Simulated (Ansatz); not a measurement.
**HF···ClH$_{3}$Si (SMILES F.[SiH3]Cl): density, localisation and related maps**

Input file:

```
crystal:
  periodic: [false, false, false]
  atoms:
    - {symbol: F, position_ang: [-0.475340, -0.733852, -2.377144]}
    - {symbol: H, position_ang: [-0.592673, 0.084244, -1.953831]}
    - {symbol: Si, position_ang: [0.243851, 0.000936, 0.839492]}
    - {symbol: Cl, position_ang: [-0.545802, 1.517314, -0.339134]}
    - {symbol: H, position_ang: [1.512515, -0.435403, 0.220585]}
    - {symbol: H, position_ang: [-0.747159, -1.093882, 0.887303]}
    - {symbol: H, position_ang: [0.471181, 0.579585, 2.181761]}
basis:
  gaussian: {orbitals: "def2-TZVPPD.json"}
hamiltonian: {xc: pbe0, dispersion: d4}
output: {orbitals: {seedname: orbitals}}
```

Run with:

```sh
ansatz run in.yaml --threads 2 --pin off --events-out ev --progress --plain --max-ram 5222MiB
```

Geometry: rigid move from PBE0-D4/def2-TZVP.

The calculation used RKS PBE0-D4/def2-TZVPPD in Ansatz.

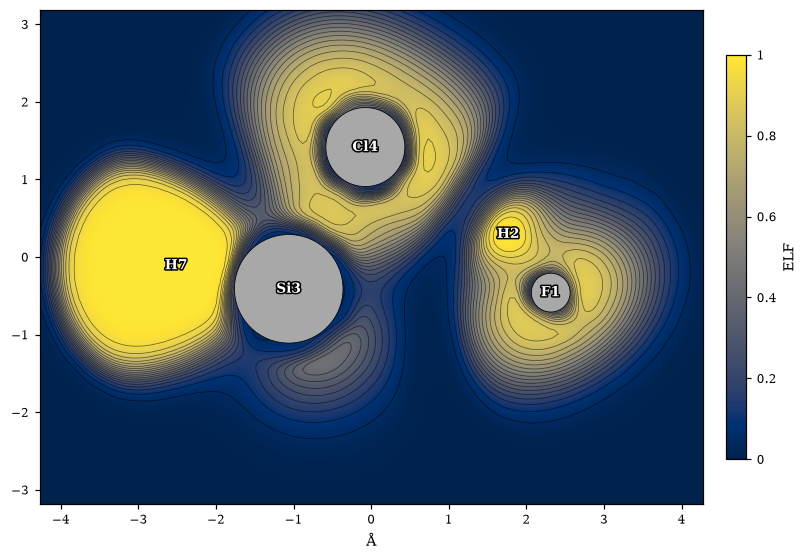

Figure 1. Electron localisation function on the plane of atoms Cl4, Si3 and H7. Grey discs cover the atomic cores.

### Describe what can be read from this map.

The section cuts through F, H, Si and Cl sites. Cl4···H2 (2.16 Å): the ELF dips to about 0.15 between them; by its geometry a hydrogen bond between the two molecules, with no shared pair. Si–Cl (2.08 Å): the ELF peaks at about 0.85 between the atoms; a polar covalent bond. F–H (0.93 Å): the ELF climbs to about 1 towards the hydrogen, as it does in any bond to H; an ordinary covalent bond to hydrogen. Si–H (1.48 Å): the ELF climbs to about 1 towards the hydrogen. The ELF also peaks beside F1 and Cl4, away from the bonds: lone-pair regions.

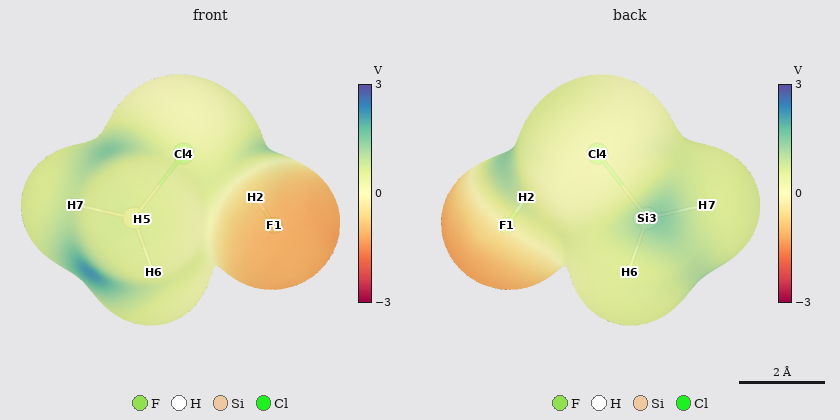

Figure 2. The molecular electrostatic potential painted on the density surface at 0.002 e/bohr³, seen from the front and from behind; the colour scale runs from red (negative) to blue (positive).

### Where is the surface potential most negative and most positive?

The most negative region (about −1.3 V) lies over F1, the most positive (about +2.0 V) over Si3.

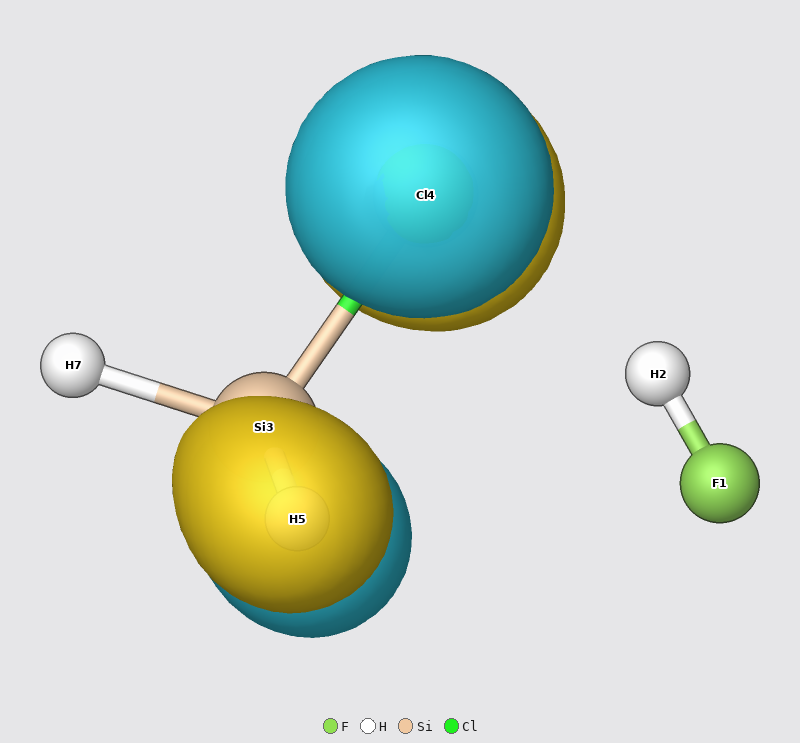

Figure 3. One frontier orbital at ±0.15 Å⁻³ᐟ² (yellow and cyan are the two phases), seen across its widest extent.

### Which orbital is it: HOMO or LUMO?

The HOMO, at −9.55 eV. By Hirshfeld shares it lies mainly on Cl4 (about 60 %), Si3 (about 20 %), H6 (about 10 %) and H5 (about 10 %).
